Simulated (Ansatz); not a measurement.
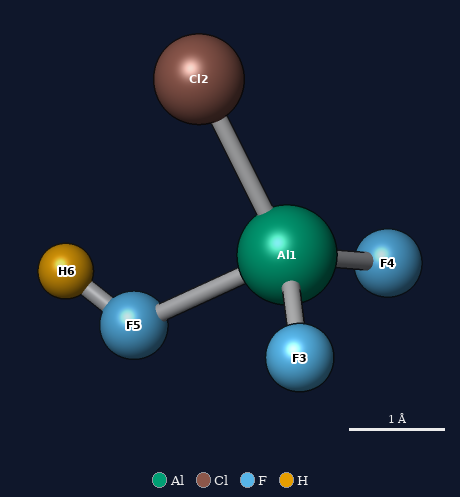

Fig. 1: The input geometry (ball-and-stick view, seen at a tilt; atoms are numbered from 1 in the order of the input). Sticks mark near contacts. Bond lengths as drawn: Al–Cl 2.11 Å, Al–F 1.64 to 1.99 Å and F–H 0.92 Å.

## Nudged elastic band, with input and output: AlHClF3

- system: AlHClF3
- method: RHF/def2-SVP (Ansatz 0.2.0)

It belongs to a series of runs on one base structure; here: band between the two ends. Figures and captions count atoms from 1; the log counts them from 0 in places.

Input
```yaml
crystal:
  periodic: [false, false, false]
  atoms:
    - { symbol: Al, position_ang: [0.007519, 0.000157, 0.180633] }
    - { symbol: Cl, position_ang: [-0.004086, 0.614723, 2.195308] }
    - { symbol: F, position_ang: [1.414968, 0.108626, -0.656641] }
    - { symbol: F, position_ang: [-1.409673, 0.0243, -0.646896] }
    - { symbol: F, position_ang: [0.065446, -1.932196, 0.654806] }
    - { symbol: H, position_ang: [0.071125, -2.11181, 1.55359] }
basis:
  gaussian: { orbitals: def2-SVP }
hamiltonian:
  xc: hf
neb:
  order_check: false
  images: 5
  f_tol: 0.05
  max_iterations: 60
  final_atoms:
    - { symbol: Al, position_ang: [0.01860339, -0.43308231, -0.24017187] }
    - { symbol: Cl, position_ang: [0.01508323, -0.06326356, 2.28734576] }
    - { symbol: F, position_ang: [1.40728302, 0.33375749, -0.64961985] }
    - { symbol: F, position_ang: [-1.41519896, 0.25036836, -0.64166505] }
    - { symbol: F, position_ang: [0.06672935, -2.05710657, 0.03111083] }
    - { symbol: H, position_ang: [0.05279897, -1.32687341, 2.49380018] }
  initial_path:
    images:
      - { positions_ang: [[0.007519, 0.000157, 0.180633], [-0.004086, 0.614723, 2.195308], [1.414968, 0.108626, -0.656641], [-1.409673, 0.0243, -0.646896], [0.065446, -1.932196, 0.654806], [0.071125, -2.11181, 1.55359]] }
      - { positions_ang: [[0.00382435, 0.00058071, 0.12095819], [-0.00359777, 0.407792, 2.32407117], [1.42984481, 0.0767008, -0.71905967], [-1.42889749, 0.01450582, -0.71222353], [0.0741039, -1.91694481, 0.64440062], [0.07002119, -1.87883453, 1.62265322]] }
      - { positions_ang: [[0.0001297, 0.00100443, 0.06128338], [-0.00310954, 0.200861, 2.45283434], [1.44472162, 0.0447756, -0.78147834], [-1.44812197, 0.00471165, -0.77755106], [0.08276181, -1.90169361, 0.63399524], [0.06891739, -1.64585906, 1.69171644]] }
      - { positions_ang: [[-0.00356495, 0.00142814, 0.00160857], [-0.00262131, -0.00607001, 2.58159751], [1.45959843, 0.01285039, -0.84389701], [-1.46734646, -0.00508253, -0.84287859], [0.09141971, -1.88644242, 0.62358986], [0.06781358, -1.41288359, 1.76077966]] }
      - { positions_ang: [[0.0038245, -0.14340867, -0.07898491], [0.0032802, -0.02513452, 2.48351359], [1.44215996, 0.11981943, -0.77913796], [-1.44996396, 0.08006777, -0.77580741], [0.08318959, -1.94333047, 0.42609685], [0.06280871, -1.38421353, 2.00511983]] }
      - { positions_ang: [[0.01121394, -0.28824549, -0.15957839], [0.00918172, -0.04419904, 2.38542968], [1.42472149, 0.22678846, -0.7143789], [-1.43258146, 0.16521806, -0.70873623], [0.07495947, -2.00021852, 0.22860384], [0.05780384, -1.35554347, 2.24946]] }
      - { positions_ang: [[0.01860339, -0.43308231, -0.24017187], [0.01508323, -0.06326356, 2.28734576], [1.40728302, 0.33375749, -0.64961985], [-1.41519896, 0.25036836, -0.64166505], [0.06672935, -2.05710657, 0.03111083], [0.05279897, -1.32687341, 2.49380018]] }
```

Run on 1 thread of Intel Xeon @ 2.60GHz (Ice Lake), 24 GiB of memory available, shared host.

Launched with:
```bash
ansatz run input.yaml --threads 1 --pin off --max-ram 2048MiB --backend cpu --events-out ev --progress --plain --runs-dir out
```

The program's output
```
Engine: ansatz 0.2.0, x86_64-unknown-linux-gnu
Functional definition: HF
  exchange = exact_x
  correlation = 0
805 factors; integrals over basis functions are off by at most 3.4e-4 eV
mean field evaluation 1: about -27211.0436 eV, gradient 4.1e1 eV
mean field evaluation 2: about -27211.0788 eV, gradient 4.1e1 eV
mean field evaluation 4: about -27214.1072 eV, gradient 2.0e0 eV
mean field evaluation 8: about -27214.1293 eV, gradient 1.2e-4 eV
mean field -27214.12933991 eV, -1000.1008068422 hartree, gradient 3.5e-5 eV, S^2 0.000000; 0 other end points of the search recorded, 0 dependent functions left out
the calculation of the forces begins
reference -27214.12933991 eV, -1000.1008068422 hartree; 29, 29 occupied and 54, 54 virtual orbitals, 805 factors
809 factors; integrals over basis functions are off by at most 8.1e-4 eV
mean field evaluation 16: about -27213.9960 eV, gradient 4.4e-1 eV
mean field -27214.00947380 eV, -1000.0964018442 hartree, gradient 3.4e-5 eV, S^2 0.000000; 0 other end points of the search recorded, 0 dependent functions left out
[... from here on the field's lines of each further geometry are left out, up to the last ...]
NEB iter   1: max|band force component| = 3.965e0 eV/Å  barrier→ = 1.9197 eV  barrier← = 1.7998 eV  Δτ_max = 0.2000 Å  (241 SCF iters)
NEB iter   2: max|band force component| = 2.037e0 eV/Å  barrier→ = 0.9387 eV  barrier← = 0.8189 eV  Δτ_max = 0.1962 Å  (155 SCF iters)
NEB iter   3: max|band force component| = 6.611e0 eV/Å  barrier→ = 0.8224 eV  barrier← = 0.7026 eV  Δτ_max = 0.1018 Å  (158 SCF iters)
NEB iter   4: max|band force component| = 7.262e-1 eV/Å  barrier→ = 0.7944 eV  barrier← = 0.6745 eV  Δτ_max = 0.1645 Å  (161 SCF iters)
NEB iter   5: max|band force component| = 4.423e-1 eV/Å  barrier→ = 0.7740 eV  barrier← = 0.6541 eV  CI = image 3  Δτ_max = 0.0778 Å  (155 SCF iters)
NEB iter   6: max|band force component| = 1.029e-1 eV/Å  barrier→ = 0.7695 eV  barrier← = 0.6496 eV  CI = image 3  Δτ_max = 0.0235 Å  (155 SCF iters)
NEB iter   7: max|band force component| = 5.796e-2 eV/Å  barrier→ = 0.7660 eV  barrier← = 0.6461 eV  CI = image 3  Δτ_max = 0.0076 Å  (157 SCF iters)
the calculation of the forces begins
reference -27213.95930421 eV, -1000.0945581457 hartree; 29, 29 occupied and 54, 54 virtual orbitals, 807 factors
807 factors; integrals over basis functions are off by at most 9.2e-4 eV
mean field -27213.36354000 eV, -1000.0726642147 hartree, gradient 6.4e-5 eV, S^2 0.000000; 1 other end points of the search recorded, 0 dependent functions left out
the calculation of the forces begins
reference -27213.36354000 eV, -1000.0726642147 hartree; 29, 29 occupied and 54, 54 virtual orbitals, 807 factors
NEB iter   8: max|band force component| = 2.390e-2 eV/Å  barrier→ = 0.7658 eV  barrier← = 0.6459 eV  CI = image 3  Δτ_max = 0.0000 Å  (373 SCF iters)
```

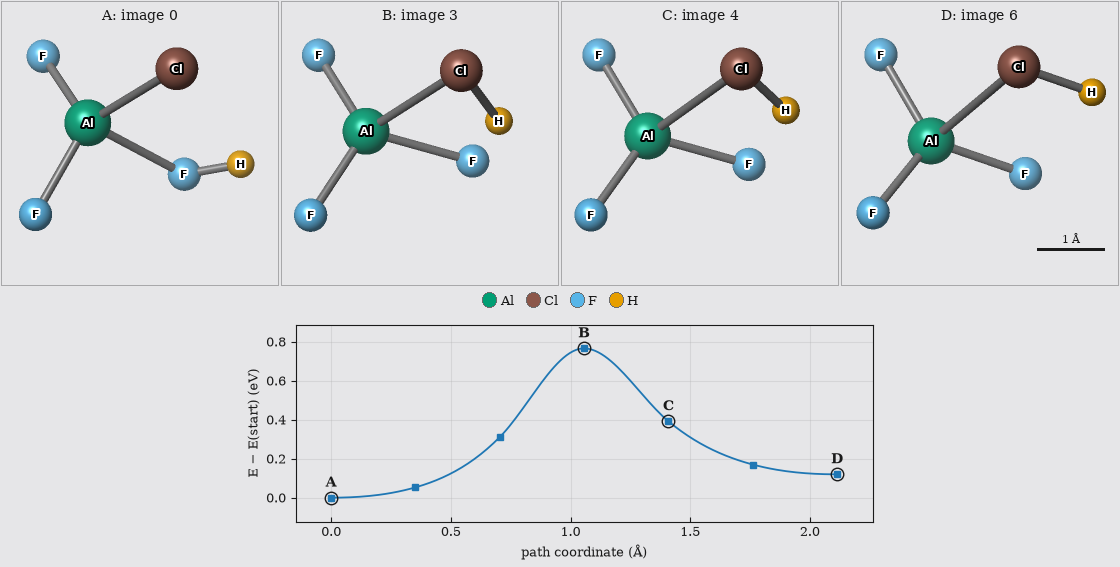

Fig. 2: Images of the last band (counted from 0; ball-and-stick, seen at a tilt) above the energy along the path; the line is a cubic interpolation that uses the forces. The highest image is number 3, 0.766 eV above the start and 0.646 eV above the end (the climbing image); the end lies 0.120 eV above the start. The path is 2.11 Å long. The band converged in 8 iterations.

```
Total energy: -27213.36354000 eV, -1000.0726642147 hartree
Atom 0 at     0.013966    -0.290687    -0.011851 Å, force     0.008990    -0.008742     0.000412 eV/Å
Atom 1 at     0.014306     0.044979     2.277808 Å, force     0.001406    -0.006341    -0.002766 eV/Å
Atom 2 at     1.429325     0.157199    -0.696191 Å, force    -0.003628     0.002194     0.001204 eV/Å
Atom 3 at    -1.427681     0.085301    -0.684221 Å, force     0.000419    -0.004251     0.001728 eV/Å
Atom 4 at     0.063093    -1.932114     0.656721 Å, force    -0.005792     0.010730    -0.007616 eV/Å
Atom 5 at     0.052290    -1.360877     1.738534 Å, force    -0.001394     0.006411     0.007038 eV/Å
Dipole moment:     0.005396    -0.189994     0.397250 e Å
this run last wrote the band of iteration 8 to [file]
```

The last band as extended XYZ (Å, eV, eV/Å)
```
6
Properties=species:S:1:pos:R:3:forces:R:3 image=0 energy=-27214.12934
Al    0.0075    0.0002    0.1806   -0.0013   0.0039  -0.0229
Cl   -0.0041    0.6147    2.1953   -0.0002   0.0038   0.0055
F     1.4150    0.1086   -0.6566    0.0042  -0.0027   0.0100
F    -1.4097    0.0243   -0.6469   -0.0037  -0.0015   0.0097
F     0.0654   -1.9322    0.6548    0.0005  -0.0038  -0.0001
H     0.0711   -2.1118    1.5536    0.0005   0.0003  -0.0023
6
Properties=species:S:1:pos:R:3:forces:R:3 image=1 energy=-27214.07629
Al    0.0084   -0.0560    0.1360   -0.0036   0.0997   0.0544
Cl    0.0017    0.3965    2.2182   -0.0054   0.2076  -0.0264
F     1.4175    0.1235   -0.6821   -0.0026  -0.0213   0.0125
F    -1.4139    0.0430   -0.6729    0.0050  -0.0227   0.0126
F     0.0653   -1.9476    0.6810   -0.0002  -0.0075  -0.0255
H     0.0662   -1.8555    1.6006    0.0069  -0.2557  -0.0276
6
Properties=species:S:1:pos:R:3:forces:R:3 image=2 energy=-27213.81820
Al    0.0108   -0.1564    0.0755   -0.0118   0.4966   0.3140
Cl    0.0081    0.1970    2.2450   -0.0164   0.6008  -0.1295
F     1.4241    0.1398   -0.6949   -0.0199  -0.0956  -0.0081
F    -1.4220    0.0634   -0.6844    0.0252  -0.0985  -0.0087
F     0.0651   -1.9432    0.7191    0.0013  -0.0535   0.2507
H     0.0591   -1.5968    1.6205    0.0215  -0.8498  -0.4184
6
Properties=species:S:1:pos:R:3:forces:R:3 image=3 energy=-27213.36354
Al    0.0140   -0.2907   -0.0119    0.0090  -0.0087   0.0004
Cl    0.0143    0.0450    2.2778    0.0014  -0.0063  -0.0028
F     1.4293    0.1572   -0.6962   -0.0036   0.0022   0.0012
F    -1.4277    0.0853   -0.6842    0.0004  -0.0043   0.0017
F     0.0631   -1.9321    0.6567   -0.0058   0.0107  -0.0076
H     0.0523   -1.3609    1.7385   -0.0014   0.0064   0.0070
6
Properties=species:S:1:pos:R:3:forces:R:3 image=4 energy=-27213.73762
Al    0.0164   -0.3758   -0.1025    0.0150  -0.3060  -0.2926
Cl    0.0149   -0.0255    2.3148    0.0033  -0.0822   0.0713
F     1.4279    0.2212   -0.6735   -0.0039   0.1017   0.0161
F    -1.4286    0.1457   -0.6635   -0.0031   0.0952   0.0174
F     0.0640   -1.9693    0.4444   -0.0055  -0.0988  -0.5360
H     0.0507   -1.2925    1.9611   -0.0059   0.2901   0.7237
6
Properties=species:S:1:pos:R:3:forces:R:3 image=5 energy=-27213.95930
Al    0.0171   -0.4131   -0.1832    0.0118  -0.0526  -0.0768
Cl    0.0139   -0.0417    2.3127    0.0004  -0.0011  -0.0172
F     1.4173    0.2870   -0.6628   -0.0103   0.0376  -0.0046
F    -1.4221    0.2094   -0.6538    0.0041   0.0322  -0.0045
F     0.0660   -2.0143    0.2424   -0.0061  -0.0403  -0.1613
H     0.0532   -1.3235    2.2255    0.0001   0.0242   0.2644
6
Properties=species:S:1:pos:R:3:forces:R:3 image=6 energy=-27214.00947
Al    0.0186   -0.4331   -0.2402   -0.0010  -0.0022  -0.0104
Cl    0.0151   -0.0633    2.2873    0.0003  -0.0094   0.0018
F     1.4073    0.3338   -0.6496    0.0076   0.0089   0.0000
F    -1.4152    0.2504   -0.6417   -0.0083   0.0099  -0.0001
F     0.0667   -2.0571    0.0311    0.0018  -0.0151   0.0095
H     0.0528   -1.3269    2.4938   -0.0003   0.0079  -0.0009
```

Results in brief

| quantity | value |
| --- | --- |
| outcome | converged |
| barrier, forward | 0.766 eV |
| barrier, backward | 0.646 eV |
| wall time | 49 s |
| peak memory | 0.17 GiB |

Notes

The order of the saddle point was not checked.
